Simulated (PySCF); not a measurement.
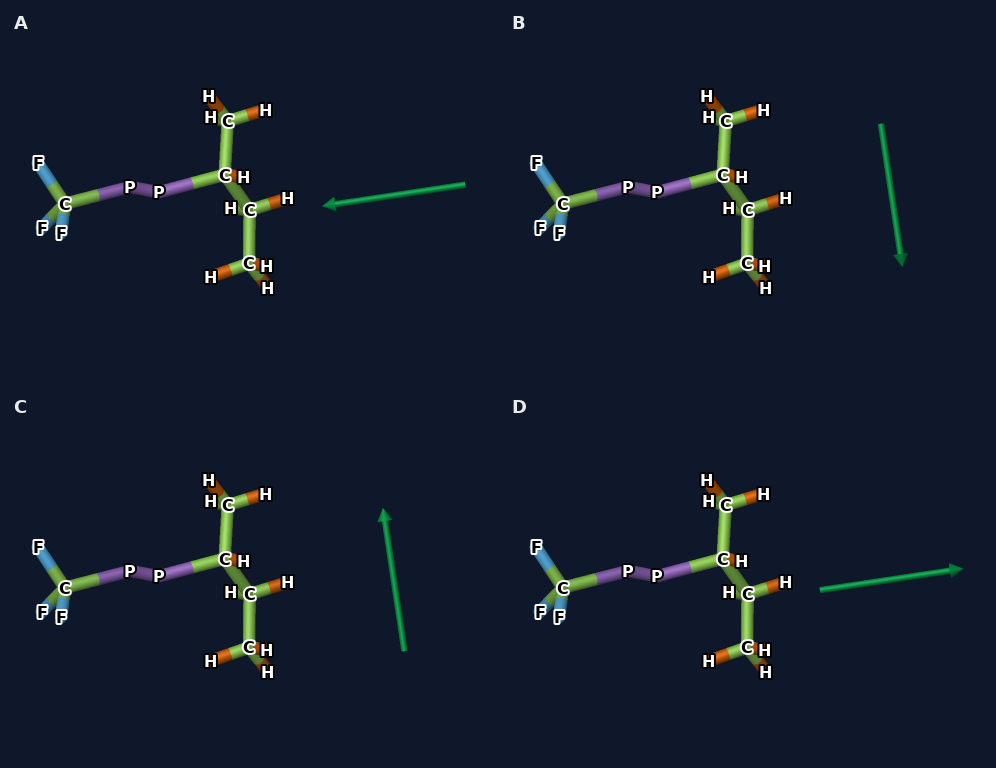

The same molecule four times, each with an arrow. Computed geometry: GFN2-xTB optimisation. No frequency run is at hand to confirm it as a minimum. Level of theory: PBE0/pcSseg-1, gas phase (PySCF 2.14.0).

**Which arrow points along the dipole moment, from the negative to the positive end?**

D. The dipole moment is 3.78 D.

The geometry is semi-empirical. Around P such bond lengths and angles can be off by a tenth of an ångström or more and by several degrees, and values that hang on the shape move with them.
